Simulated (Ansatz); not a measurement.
**F4Ti: density, localisation and related maps**

Input

```
crystal:
  periodic: [false, false, false]
  atoms:
    - { symbol: Ti, position_ang: [0.0, 0.0, 0.0] }
    - { symbol: F, position_ang: [0.0, 0.0, 1.83] }
    - { symbol: F, position_ang: [1.7257, 0.0, -0.6094] }
    - { symbol: F, position_ang: [-0.8619, 1.4933, -0.6094] }
    - { symbol: F, position_ang: [-0.8619, -1.4933, -0.6094] }
basis:
  gaussian: { orbitals: def2-SVP }
hamiltonian:
  xc: b3lyp
  dispersion: d4
relax:
  f_tol: 0.02
  max_steps: 40
output:
  orbitals: {}
```

Launched as:

```sh
ansatz run input.yaml --threads 1 --pin off --max-ram 2048MiB --backend cpu --events-out ev --progress --plain --runs-dir out
```

The fields are those of the run's last geometry, not of the input's.

Level of theory: Ansatz 0.2.0, RKS B3LYP-D4/def2-SVP.

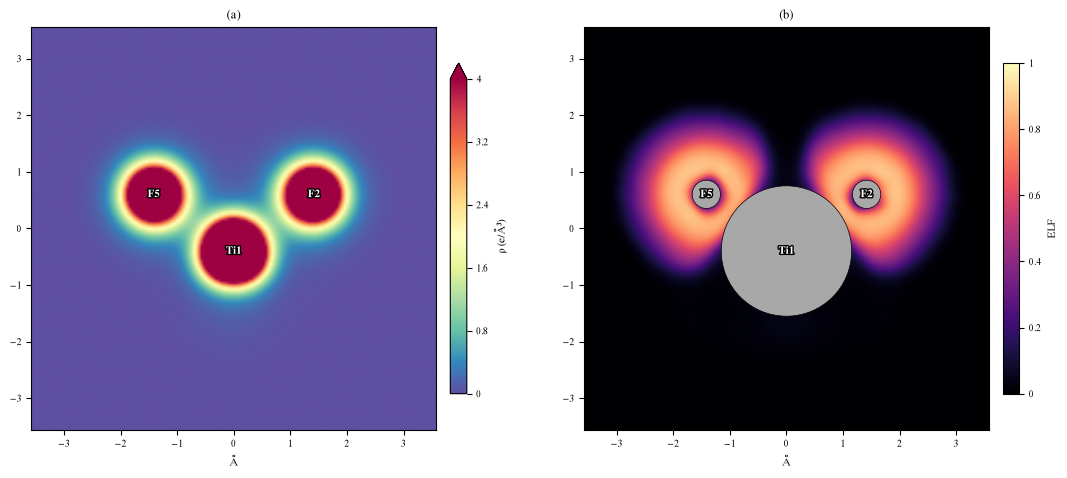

Figure 1. (a) electron density; (b) electron localisation function on the plane of atoms F2, Ti1 and F5. Grey discs cover the atomic cores in the ELF map.

**What does the map show?**

The section cuts through Ti and F sites. Ti–F (1.73 Å): ρ is about 1.1 e/Å³ halfway; the ELF peaks at about 0.85 in the valence shell of F, 0.5 Å from its nucleus, and drops to about 0.20 between the two atoms.

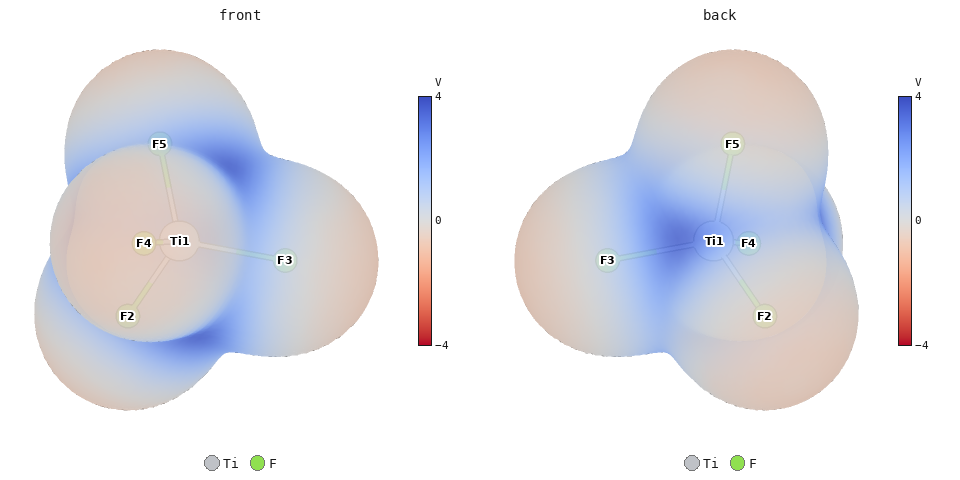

Figure 2. The electrostatic potential painted on the density surface at 0.002 e/bohr³, seen from the front and from behind; red is negative and blue positive.

**Which sites attract a positive test charge, and which a negative one?**

A positive charge is drawn to the negative regions and a negative charge to the positive ones. The most negative region (about −0.6 V, or −14 kcal/mol for a unit charge) lies over F2, F3, F4 and F5, the most positive (about +3.3 V, or +76 kcal/mol for a unit charge) over Ti1.

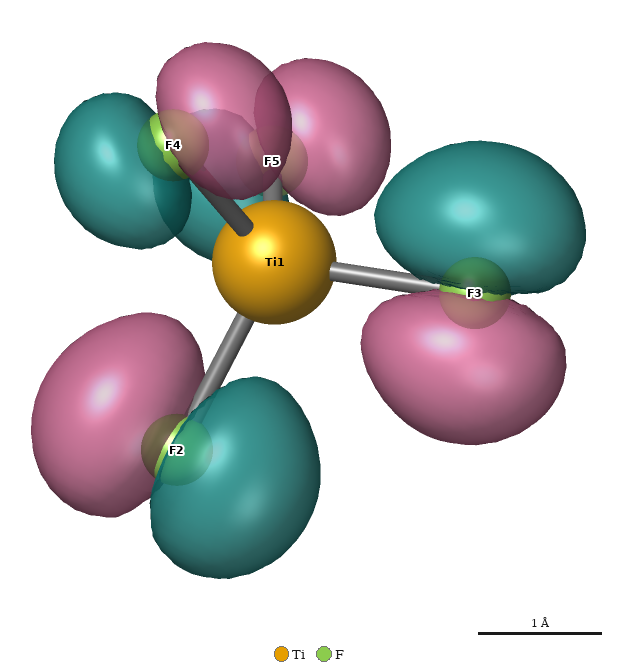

Figure 3. The HOMO at ±0.1 Å⁻³ᐟ² (teal and pink are the two phases), seen at a tilt.

**What is the character of this orbital?**

It lies mainly on F2 (about 35 %), F3 (about 35 %), F4 (about 10 %) and F5 (about 10 %); largely a combination of lone pairs on F2, F3, F4 and F5. It is one of a degenerate set, so its orientation is arbitrary. Its energy is −11.89 eV.
